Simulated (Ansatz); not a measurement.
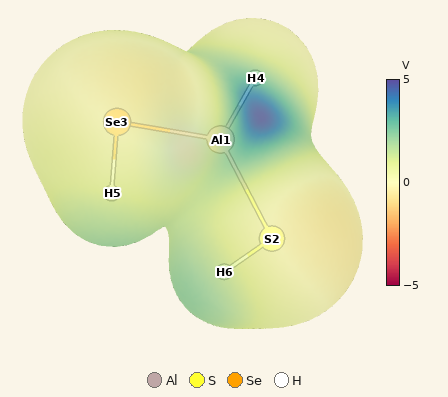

Figure 1: AlH3SSe. The molecular electrostatic potential painted on the density surface at 0.004 e/bohr³, seen at a tilt; red is negative and blue positive.

Geometry: B3LYP-D3(BJ)/def2-SVP.

All numbers below come from isolated molecule in a Gaussian basis; Kohn-Sham density functional theory, functional PBE0 in Ansatz.

```xyz
6

Al    0.2721    0.0803   -0.7239
S    -0.8519   -1.7839   -0.4619
Se   -0.7586    2.1294   -1.1048
H     1.8425    0.0251   -0.6505
H    -2.1211    1.5620   -1.0680
H    -2.0765   -1.2250   -0.6039
```

Question: Which sites attract a positive test charge, and which a negative one?

Answer: A positive charge is drawn to the negative regions and a negative charge to the positive ones. The most negative region (about −0.6 V) lies over S2, the most positive (about +4.5 V) over Al1.

Question: How polar is the molecule by this calculation?

Answer: Its dipole moment is 0.68 D.
